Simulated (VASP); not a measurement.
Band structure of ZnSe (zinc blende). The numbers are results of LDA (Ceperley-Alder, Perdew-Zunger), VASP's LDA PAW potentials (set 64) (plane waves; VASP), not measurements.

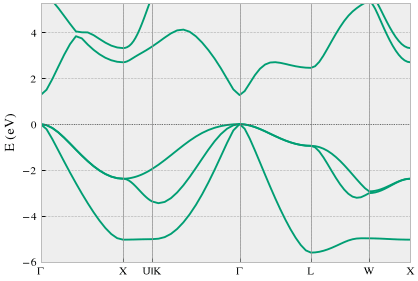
Figure: Bands along high-symmetry lines, zero at the valence-band maximum or, without a gap, the Fermi level

Read the plot: is there a gap, and where are the band edges?

The gap is direct, 1.27 eV, from the valence maximum at Γ to the conduction minimum at Γ. (Edges off the drawn lines would not show.)

Measured: gap 2.87 eV (computed value off by -1.60 eV), as given by Wei Chen et al., Physical Review Materials (2018), doi:10.1103/physrevmaterials.2.073803 [zero-point renormalisation of 0.05 eV added back (the table's ZPR column)].

The compound is ZnSe in the zinc blende structure. It was relaxed first.
